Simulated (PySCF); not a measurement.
SMILES COc1ccc(cc1)C (C8H10O), singlet at its GFN2-xTB optimised geometry (Å):

```
19

C     -2.3718    -2.3854    -0.0089
O     -0.9678    -2.3221    -0.0017
C     -0.3724    -1.0932     0.0000
C     -1.0451     0.1214     0.0027
C     -0.3281     1.3076     0.0027
C      1.0568     1.3178     0.0005
C      1.8292     2.6027    -0.0196
C      1.7210     0.0942     0.0000
C      1.0231    -1.0932     0.0000
H     -2.8015    -1.9193     0.8844
H     -2.6196    -3.4456    -0.0146
H     -2.7923    -1.9119    -0.9027
H     -2.1232     0.1622     0.0056
H     -0.8692     2.2434     0.0049
H      1.1890     3.4456     0.2287
H      2.2495     2.7731    -1.0112
H      2.6540     2.5668     0.6897
H      2.8015     0.0766    -0.0002
H      1.5351    -2.0427     0.0004
```

Computed with PBE0/def2-SVP run with PySCF 2.14.0.

Map of the log10 of the electron density (e/bohr³), floored at −4 on the plane z = 0.8 Å:

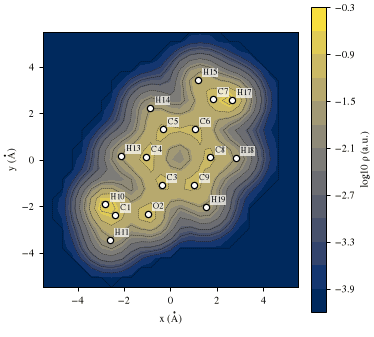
Figure: Log10 of the electron density (e/bohr³), floored at −4 on the plane z = 0.8 Å.
